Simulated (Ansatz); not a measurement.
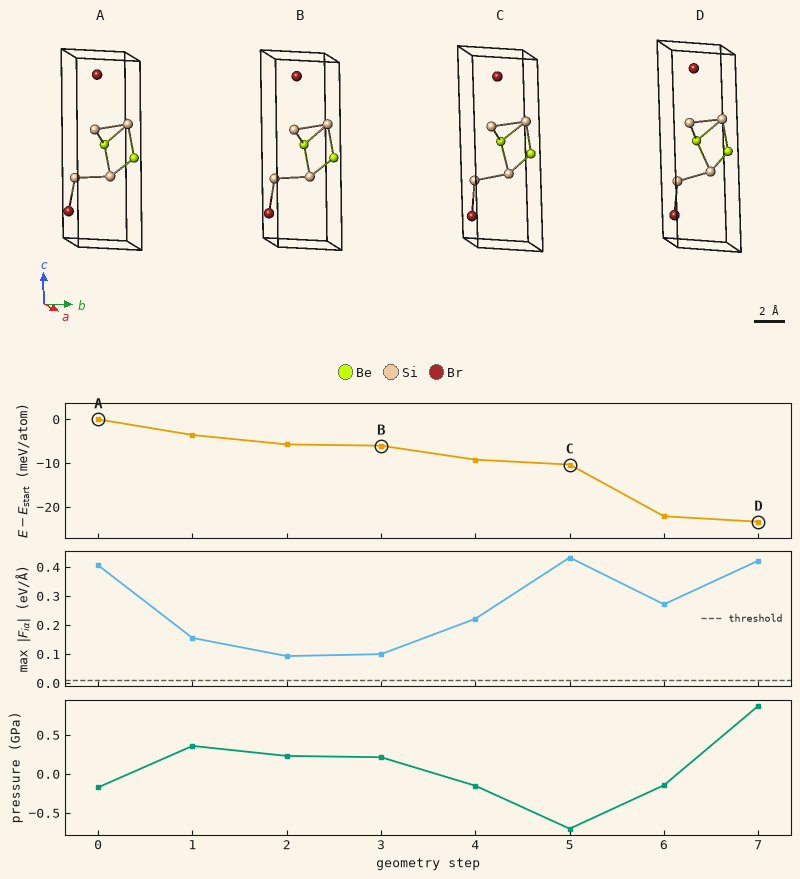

Frames of a relaxation of solid BeSi₂Br (a generated structure, set up in P1), marked on the history of the run. The picture is a ball-and-stick view of the cell of the calculation, seen slightly off an axis.

Theory: Ansatz, DFT PBE, scalar-relativistic, plane waves, PAW. (plane-wave cutoff 420 eV; k-point mesh 14 × 8 × 4; occupations gaussian; smearing width 0.1 eV; no spin polarisation; cell and atoms relaxed; force threshold 0.01 eV/Å; at most 80 steps)

**Describe the path.**

The run was cut off at its time limit before the relaxation converged, so the last structure is only a point on the way. After 7 geometry steps the energy has fallen by 23.3 meV per atom. The largest force component goes from 0.41 to 0.42 eV/Å. The pressure goes from −0.17 to 0.87 GPa. A Br atom moves most relative to the cell: 0.57 Å roughly along [3 3 −1]. By element the largest moves are Br 0.57 Å, Si 0.48 Å, Be 0.38 Å. Cell: a 2.718 → 2.612 Å (−3.9 %), b 4.717 → 4.699 Å (−0.4 %), c 13.097 → 13.643 Å (+4.2 %), α 98.4° → 100.3°, β 91.5° → 94.1°, γ 91.0° → 90.2°. Volume −1.0 %. Some distances before and after: Be–Si 2.547 → 3.521 Å, Be–Si 2.318 → 2.495 Å, Be–Si 2.410 → 2.540 Å, Si–Si 2.425 → 2.537 Å. Among the angles between lasting bonds that change: Si–Si–Br 99.0° → 114.2°, Si–Si–Si 103.0° → 90.5°, Si–Si–Si 77.0° → 89.5°. The space group stays P1 (No. 1). The run took 5.6 min on 1 thread of AMD EPYC 9R45 96-Core Processor (Zen 5) (shared host), peak memory 1 GiB. From step 0 to 3: a Br atom moves most (0.14 Å), volume −2.0 %, energy −6.0 meV per atom. From step 3 to 5: a Br atom moves most (0.34 Å), volume +2.5 %, energy −4.3 meV per atom. From step 5 to 7: Si and Br atoms move most (0.31 Å), volume −1.5 %, energy −13.0 meV per atom.

| step | E − E(0), meV/atom | largest force component, eV/Å | pressure, GPa | volume, Å³/atom |
| --- | --- | --- | --- | --- |
| 0 | 0.00 | 0.4060 | -0.17 | 20.748 |
| 1 | -3.56 | 0.1559 | 0.36 | 20.348 |
| 2 | -5.71 | 0.0935 | 0.23 | 20.320 |
| 3 | -6.00 | 0.1001 | 0.22 | 20.328 |
| 4 | -9.19 | 0.2220 | -0.15 | 20.540 |
| 5 | -10.31 | 0.4328 | -0.70 | 20.840 |
| 6 | -22.10 | 0.2717 | -0.14 | 20.778 |
| 7 | -23.34 | 0.4218 | 0.87 | 20.534 |
